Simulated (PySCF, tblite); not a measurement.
**C6H13Si radical: geometry, infrared bands and EPR parameters**

What infrared bands and EPR parameters should C6H13Si radical (`C[Si](C)C1CCC1`) show?

Computed with tblite 0.8.0 and PySCF 2.14.0, with density-fitted response routines of our own, on a single molecule in the gas phase. Atoms count from 0, in the outputs and in this text.

### Step 1. Starting geometry

20 atoms, charge 0, multiplicity 2; geometry from: force field or distance geometry start.

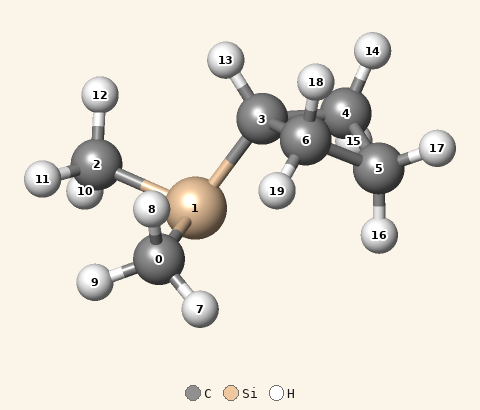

The starting geometry (carbon grey, silicon light orange, hydrogen white), atoms numbered; sticks join atoms by distance.

### Step 2. Optimising the geometry with GFN2-xTB

The job: settings as JSON, then the geometry in Å.

```
{"job": {"kind": "relax", "xc": "GFN2-xTB", "basis": "xTB"}, "charge": 0, "multiplicity": 2}
C      1.472500     1.601200    -0.151500
Si     0.913700    -0.051000    -0.861100
C      2.381900    -1.202600    -0.511500
C     -0.521700    -0.654800     0.154500
C     -1.760000    -1.054700    -0.570600
C     -2.206600     0.400300    -0.519200
C     -1.283400     0.555400     0.665300
H      0.981100     2.454800    -0.632000
H      1.302200     1.550700     0.946300
H      2.576500     1.671200    -0.250800
H      2.789600    -1.615000    -1.444500
H      3.193700    -0.650300     0.006100
H      2.064000    -1.988400     0.225500
H     -0.182700    -1.333100     0.971700
H     -2.433600    -1.633500     0.093400
H     -1.658100    -1.424500    -1.590500
H     -1.933300     0.989100    -1.412500
H     -3.250600     0.560200    -0.231700
H     -1.733900     0.334700     1.661900
H     -0.716200     1.501100     0.628700
```

Launch:

```
$ OMP_NUM_THREADS=1 python probes_run.py task.json out
```

The driver reads the jobs from task.json and runs them one after another.

Output:

```text
step      E/eV     max force
  0    -573.79301    1.778
  1    -573.98182    0.695
  2    -574.07288    0.620
  3    -574.14807    0.534
  4    -574.19778    0.545
  5    -574.22827    0.368
  6    -574.24723    0.314
  7    -574.26468    0.288
  8    -574.27994    0.314
  9    -574.29268    0.248
 10    -574.30213    0.198
 11    -574.31067    0.191
 12    -574.32048    0.226
 13    -574.33139    0.255
 14    -574.34091    0.197
 15    -574.34792    0.183
 16    -574.35390    0.196
 17    -574.36003    0.220
 18    -574.36606    0.197
 19    -574.37111    0.153
 20    -574.37474    0.133
 21    -574.37747    0.157
 22    -574.37981    0.152
 23    -574.38181    0.117
 24    -574.38367    0.131
 25    -574.38559    0.124
 26    -574.38750    0.109
 27    -574.38937    0.113
 28    -574.39138    0.134
 29    -574.39353    0.144
 30    -574.39549    0.120
 31    -574.39685    0.080
 32    -574.39767    0.066
 33    -574.39826    0.062
 34    -574.39881    0.061
 35    -574.39932    0.054
 36    -574.39979    0.062
 37    -574.40021    0.064
 38    -574.40057    0.067
 39    -574.40088    0.054
 40    -574.40118    0.044
 41    -574.40153    0.062
 42    -574.40197    0.073
 43    -574.40247    0.077
 44    -574.40302    0.066
 45    -574.40365    0.076
 46    -574.40439    0.090
 47    -574.40515    0.085
 48    -574.40580    0.060
 49    -574.40634    0.075
 50    -574.40688    0.071
 51    -574.40743    0.073
 52    -574.40789    0.056
 53    -574.40821    0.043
 54    -574.40842    0.041
 55    -574.40858    0.030
 56    -574.40872    0.029
 57    -574.40882    0.023
 58    -574.40892    0.028
 59    -574.40902    0.026
 60    -574.40915    0.031
 61    -574.40932    0.030
 62    -574.40954    0.038
 63    -574.40984    0.040
 64    -574.41020    0.043
 65    -574.41059    0.052
 66    -574.41108    0.061
 67    -574.41176    0.078
 68    -574.41301    0.105
 69    -574.41458    0.115
 70    -574.41591    0.073
 71    -574.41640    0.112
 72    -574.41738    0.070
 73    -574.41790    0.053
 74    -574.41881    0.057
 75    -574.41907    0.036
 76    -574.41942    0.040
 77    -574.41984    0.045
 78    -574.42050    0.057
 79    -574.42130    0.074
 80    -574.42141    0.148
 81    -574.42279    0.057
 82    -574.42336    0.046
 83    -574.42386    0.154
 84    -574.42513    0.062
 85    -574.42596    0.049
 86    -574.41809    0.492
 87    -574.42793    0.066
 88    -574.42891    0.063
 89    -574.41894    0.541
 90    -574.43015    0.056
 91    -574.43105    0.054
 92    -574.42074    0.565
 93    -574.43243    0.049
 94    -574.43337    0.054
 95    -574.42504    0.555
 96    -574.43517    0.066
 97    -574.43624    0.076
 98    -574.43279    0.496
 99    -574.43870    0.080
100    -574.43981    0.095
101    -574.44135    0.286
102    -574.44340    0.121
103    -574.44475    0.061
104    -574.44876    0.167
105    -574.45132    0.084
106    -574.45256    0.275
107    -574.45566    0.132
108    -574.45735    0.093
109    -574.45758    0.169
110    -574.45846    0.054
111    -574.45889    0.054
112    -574.45979    0.042
113    -574.46022    0.045
114    -574.46066    0.039
115    -574.46099    0.033
116    -574.46122    0.038
117    -574.46145    0.027
118    -574.46166    0.027
119    -574.46179    0.021
120    -574.46190    0.026
121    -574.46199    0.021
122    -574.46208    0.027
123    -574.46217    0.021
124    -574.46228    0.028
125    -574.46242    0.022
126    -574.46264    0.036
127    -574.46290    0.044
128    -574.46327    0.046
129    -574.46365    0.050
130    -574.46411    0.047
131    -574.46458    0.048
132    -574.46502    0.047
133    -574.46542    0.054
134    -574.46584    0.050
135    -574.46625    0.039
136    -574.46655    0.044
137    -574.46672    0.034
138    -574.46691    0.029
139    -574.46714    0.025
140    -574.46738    0.029
141    -574.46785    0.047
142    -574.46836    0.055
143    -574.46886    0.041
144    -574.46920    0.041
145    -574.46943    0.040
146    -574.46961    0.033
147    -574.46974    0.032
148    -574.46988    0.029
149    -574.47003    0.030
150    -574.47017    0.022
151    -574.47027    0.028
152    -574.47038    0.029
153    -574.47049    0.031
154    -574.47059    0.027
155    -574.47068    0.022
156    -574.47076    0.023
157    -574.47084    0.025
158    -574.47094    0.024
159    -574.47106    0.022
160    -574.47116    0.021
161    -574.47124    0.016
162    -574.47129    0.015
163    -574.47133    0.013
164    -574.47137    0.016
165    -574.47142    0.019
166    -574.47148    0.018
167    -574.47154    0.022
168    -574.47161    0.024
169    -574.47170    0.025
170    -574.47183    0.026
171    -574.47199    0.038
172    -574.47219    0.030
173    -574.47239    0.028
174    -574.47263    0.027
175    -574.47278    0.025
176    -574.47296    0.021
177    -574.47303    0.018
178    -574.47307    0.016
179    -574.47311    0.019
180    -574.47314    0.011
181    -574.47316    0.016
182    -574.47317    0.009
```

Run time: 1.1 s. Hardware: 1 thread of Arm Neoverse V2, shared host.

Along the way: (not every step is listed)

```
step  energy from step 0 (eV)  largest force (eV/Å)
   0                   0.0000                1.7782
   1                  -0.1888                0.6948
   2                  -0.2799                0.6198
   3                  -0.3551                0.5342
   4                  -0.4048                0.5448
   5                  -0.4353                0.3684
   6                  -0.4542                0.3137
   7                  -0.4717                0.2877
   8                  -0.4869                0.3140
  24                  -0.5907                0.1307
  40                  -0.6082                0.0439
  56                  -0.6157                0.0292
  72                  -0.6244                0.0701
  88                  -0.6359                0.0626
 104                  -0.6558                0.1673
 120                  -0.6689                0.0258
 136                  -0.6735                0.0438
 152                  -0.6774                0.0294
 168                  -0.6786                0.0238
 177                  -0.6800                0.0181
 178                  -0.6801                0.0161
 179                  -0.6801                0.0190
 180                  -0.6801                0.0112
 181                  -0.6802                0.0162
 182                  -0.6802                0.0095
```

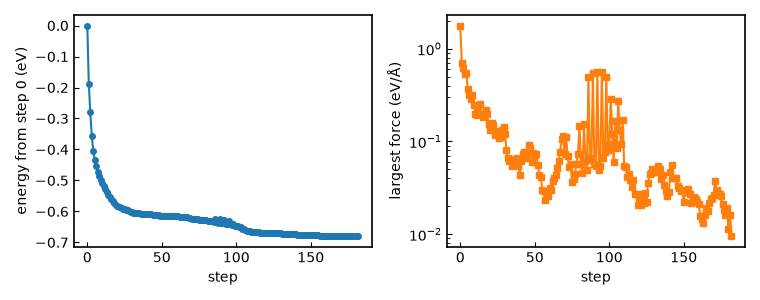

Energy and force, step by step.

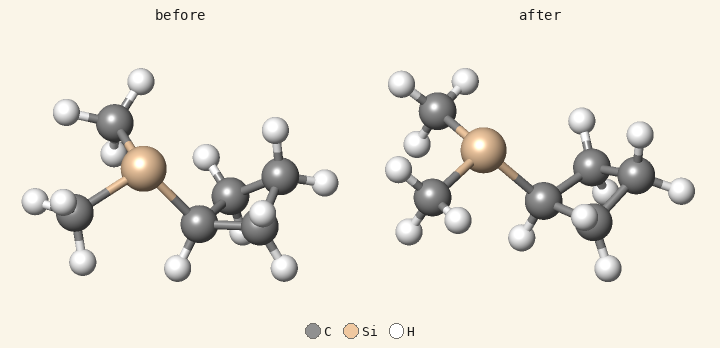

The geometry before (left) and after (right).

Distances of close pairs at the start and the end, largest changes first:

```
  bond  before (Å)  after (Å)  change (Å)
Si1–C3       1.859      1.910      +0.051
 C3–C4       1.490      1.540      +0.050
C2–H12       1.123      1.086      -0.038
C6–H18       1.116      1.089      -0.026
C0–Si1       1.883      1.909      +0.026
 C0–H9       1.111      1.086      -0.025
 C5–C6       1.510      1.533      +0.023
 C0–H8       1.112      1.089      -0.023
```

The end geometry stands in the next job.

### Step 3. Harmonic vibrations with GFN2-xTB

The job: settings as JSON, then the geometry in Å.

```
{"job": {"kind": "ir", "xc": "GFN2-xTB", "basis": "xTB"}, "charge": 0, "multiplicity": 2}
C      1.939950     1.670594     0.116041
Si     1.013742     0.197039    -0.667748
C      2.156674    -1.325827    -0.800913
C     -0.520442    -0.243855     0.381596
C     -1.540805    -1.163313    -0.314987
C     -2.438194     0.056033    -0.557958
C     -1.598334     0.853190     0.447005
H      1.331040     2.569179     0.133928
H      2.222159     1.443190     1.143073
H      2.847629     1.898286    -0.434048
H      3.026714    -1.113213    -1.414178
H      2.512917    -1.624125     0.184118
H      1.643454    -2.177247    -1.237253
H     -0.202212    -0.606005     1.364733
H     -1.992098    -1.884618     0.365485
H     -1.197333    -1.690185    -1.203841
H     -2.345364     0.442376    -1.571123
H     -3.493286    -0.064238    -0.318556
H     -2.071576     0.920330     1.426042
H     -1.299783     1.853087     0.136154
```

Output:

```text
mode    cm-1     km/mol
  1      38.9      0.08
  2      79.9      0.01
  3     104.9      0.05
  4     109.3      0.12
  5     114.1      0.25
  6     159.7      2.33
  7     182.2      1.70
  8     283.7      4.98
  9     299.8      2.54
 10     607.2     12.66
 11     694.9     24.31
 12     708.8     13.99
 13     746.8     41.01
 14     785.2      0.27
 15     813.7     79.93
 16     821.6     10.50
 17     835.1     70.33
 18     844.5     92.92
 19     858.1     53.01
 20     997.7      6.18
 21    1000.1      0.22
 22    1039.5      0.78
 23    1051.1     10.95
 24    1059.9      2.44
 25    1107.1      6.23
 26    1173.8      0.07
 27    1189.1      1.30
 28    1218.6      0.58
 29    1249.9      0.33
 30    1250.5      2.77
 31    1266.0      0.17
 32    1267.5      0.72
 33    1360.9      4.42
 34    1367.3      1.33
 35    1475.1      0.09
 36    1480.4      0.20
 37    1485.0      0.17
 38    1485.0      0.19
 39    1489.6      1.11
 40    1494.4      0.95
 41    1499.3      0.17
 42    2897.6     49.53
 43    2979.7     27.39
 44    2983.1      4.05
 45    2987.7      0.14
 46    2992.2     60.56
 47    2997.8      9.50
 48    3000.4     91.64
 49    3006.5    110.85
 50    3014.1     67.71
 51    3043.7     16.00
 52    3044.0     16.87
 53    3046.3     16.55
 54    3048.6     57.49
```

Wall time 0.6 s (1 thread of Arm Neoverse V2, shared host).

Which atoms move in the most intense modes:

```
cm⁻¹  km/mol                                   atoms
 814    79.9             H12 19 %, H7 19 %, Si1 15 %
 835    70.3    H11 19 %, H8 19 %, H7 12 %, H12 12 %
 844    92.9                       H10 19 %, H9 18 %
2992    60.6                       H8 49 %, H11 44 %
3000    91.6  H19 34 %, H18 27 %, H14 18 %, H15 16 %
3006   110.8            H17 59 %, H18 17 %, H14 15 %
3014    67.7                                H16 81 %
3049    57.5                       H10 48 %, H9 45 %
```

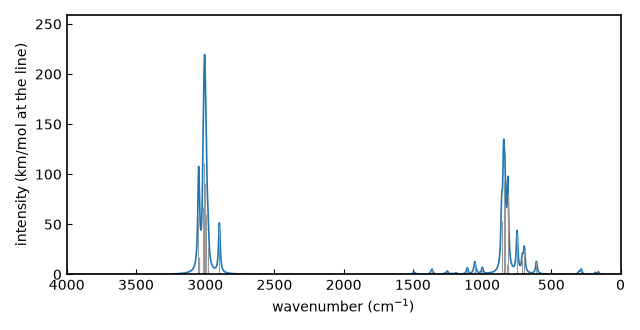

The infrared spectrum from these modes, unscaled. Lines are broadened to a width of 14 cm⁻¹ (Lorentzian).

### Step 4. EPR parameters: B3LYP/pcH-1

Same as in step 3 but for these lines:

```diff
@@ -1,2 +1,2 @@
-{"job": {"kind": "ir", "xc": "GFN2-xTB", "basis": "xTB"}, "charge": 0, "multiplicity": 2}
+{"job": {"kind": "epr", "basis": "pcH-1"}, "charge": 0, "multiplicity": 2}
 C      1.939950     1.670594     0.116041
```

With the program's defaults for keys left out, this is: UKS B3LYP, pcH-1 on C H Si, non-relativistic, mean-field spin-orbit, GIAO.

Output:

```text
UKS, coarse grid
  cycle   1  E = -525.83801823  |g| = 4.49e-01
  cycle   2  E = -525.78114412  |g| = 5.58e-01
  cycle   3  E = -525.94012829  |g| = 4.13e-02
  cycle   4  E = -525.94056830  |g| = 2.67e-02
  cycle   5  E = -525.94091339  |g| = 5.95e-03
  cycle   6  E = -525.94093207  |g| = 7.94e-04
  cycle   7  E = -525.94093311  |g| = 5.28e-04
UKS, final grid
  cycle   1  E = -525.94093050  |g| = 6.69e-04
  cycle   2  E = -525.94093034  |g| = 8.98e-04
  cycle   3  E = -525.94093072  |g| = 3.07e-05
  cycle   4  E = -525.94093072  |g| = 1.43e-05
E = -525.94093072 Eh   <S^2> = 0.7512 (exact 0.7500)
g shifts (ppm)      1          2          3
  rmc          -136       -136       -136
  gc              1         52         50
  oz_so         -60       1508       1901
  total        -195       1424       1816
hyperfine (MHz)  atom isotope    a_iso     a_fc   dipolar eigenvalues
    0   13C      33.80      33.77     -4.36     -4.12      8.48
    1  29Si    -471.02    -471.94   -163.22     81.57     81.65
    2   13C      32.98      32.96     -4.26     -4.06      8.32
    3   13C      27.56      27.54     -4.69     -4.34      9.03
    4   13C       4.80       4.80     -0.73     -0.46      1.19
    5   13C       0.95       0.95     -0.77     -0.04      0.81
    6   13C       1.80       1.80     -0.61     -0.44      1.06
    7    1H       2.73       2.73     -4.44     -2.58      7.02
    8    1H      54.61      54.61     -3.97     -0.05      4.03
    9    1H      -0.18      -0.18     -4.29     -2.39      6.69
   10    1H       1.58       1.57     -4.35     -2.49      6.84
   11    1H      54.28      54.28     -3.93     -0.07      4.01
   12    1H       0.86       0.85     -4.31     -2.47      6.77
   13    1H      47.90      47.90     -4.21      0.31      3.89
   14    1H      -0.98      -0.97     -1.43     -0.96      2.39
   15    1H      -0.24      -0.24     -3.06     -2.17      5.24
   16    1H       1.20       1.20     -2.59     -1.64      4.23
   17    1H       0.17       0.17     -1.02     -0.75      1.77
   18    1H      -0.46      -0.46     -1.37     -0.92      2.29
   19    1H       0.20       0.19     -2.78     -2.13      4.91
```

Wall time 85 s (1 thread of Arm Neoverse V2, shared host); peak memory 1.1 GiB.

Principal g values 2.00212, 2.00374, 2.00413; g(iso) = 2.00333, against 2.00232 for a free electron.

Mean a(iso) over the nuclei that a row names, and the largest dipolar term of the row (other rows stand at the frozen geometry):

```
                   nuclei  isotope  a(iso) (MHz)  a(iso) (G, at g = 2.0023)  largest dipolar term (MHz)
                      Si1     29Si        -471.0                     -168.1                      -163.2
                      H13       1H          47.9                       17.1                        -4.2
                   C0, C2      13C          33.4                       11.9                         8.5
                       C3      13C          27.6                        9.8                         9.0
H7, H8, H9, H10, H11, H12       1H          19.0                        6.8                         7.0
                   C4, C6      13C           3.3                        1.2                         1.2
                      H16       1H           1.2                        0.4                         4.2
                       C5      13C           0.9                        0.3                         0.8
                 H14, H18       1H          -0.7                       -0.3                         2.4
                      H17       1H           0.2                        0.1                         1.8
                 H15, H19       1H           0.0                        0.0                         5.2
```

Mulliken spin populations:

C0 0.00; Si1 0.93; C2 0.00; C3 0.01; C4 0.00; C5 0.00; C6 0.00; H7 0.00; H8 0.03; H9 0.00; H10 0.00; H11 0.03; H12 0.00; H13 0.02; H14 0.00; H15 0.00; H16 0.00; H17 0.00; H18 0.00; H19 0.00

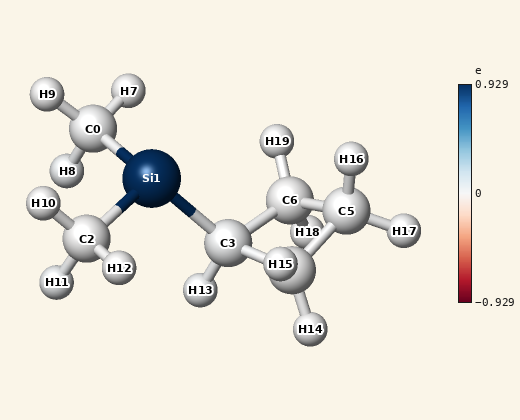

Mulliken spin populations, as colours on the atoms.

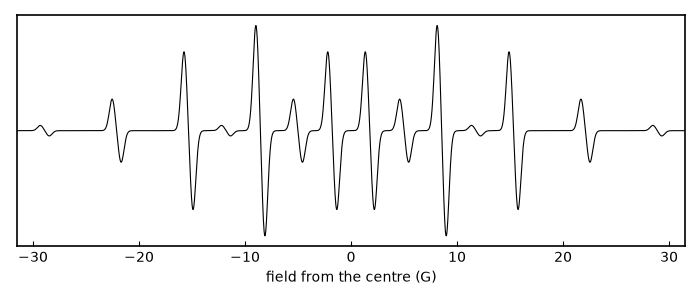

First-order isotropic spectrum (first derivative, main isotopes with spin only, couplings over 0.8 MHz, Gaussian width 0.3 G; couplings of the frozen geometry, rotation of groups not averaged beyond the rows shown).

The fields below are evaluated on a grid from the run's orbitals.

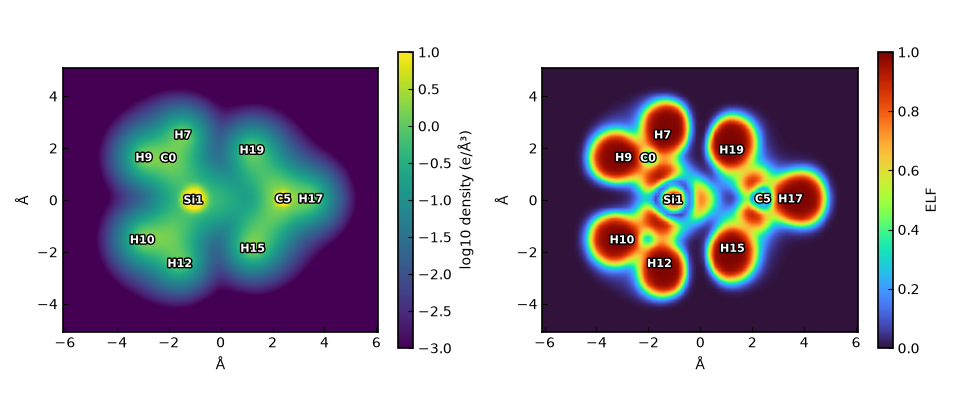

Density (left) and ELF (right) in a plane through or near 10 of the atoms.

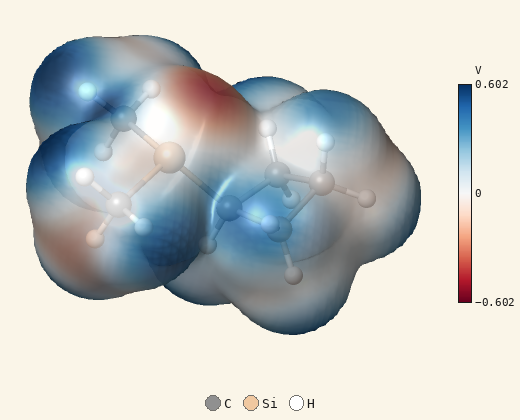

The potential that a unit positive charge feels on the 0.002 e/bohr³ surface, from -0.30 V near Si1 to 0.60 V near H8.

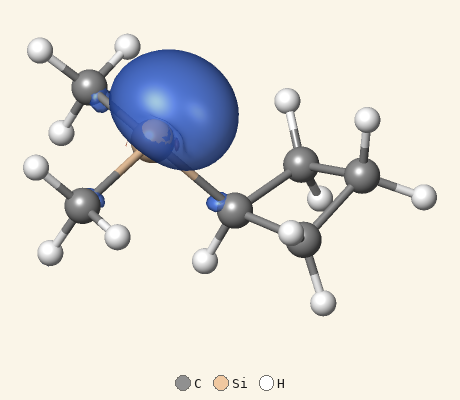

Spin density at ±0.05 e/Å³ (alpha excess blue, beta excess red).

### Step 5. Outcome

| quantity | value |
| --- | --- |
| strongest single infrared mode (GFN2-xTB) | 3006 cm⁻¹, 111 km/mol |
| zero-point energy (GFN2-xTB) | 108.8 kcal/mol |
| g(iso) (B3LYP) | 2.00333 |
| ⟨S²⟩ | 0.751 (exact 0.75) |
| largest a(iso) (averaged by class) | 29Si on Si1, -471.0 MHz |
| surface potential, least and greatest | -0.30 V and 0.60 V |

What this shows: The optimisation took 182 steps and gained 0.680 eV; among the close pairs (by a distance rule), Si1–C3 changed most, from 1.859 to 1.910 Å. No mode is imaginary among the 54: a minimum at this level. The strongest single mode, at 3006 cm⁻¹, moves mainly H17. GFN2-xTB is a fitted tight-binding method: band positions and strengths are rough. Its intensities can rank the bands wrongly. Most of the unpaired spin sits on Si1 (0.93 e). The isotropic g lies 1.0 ppt above the free-electron value.
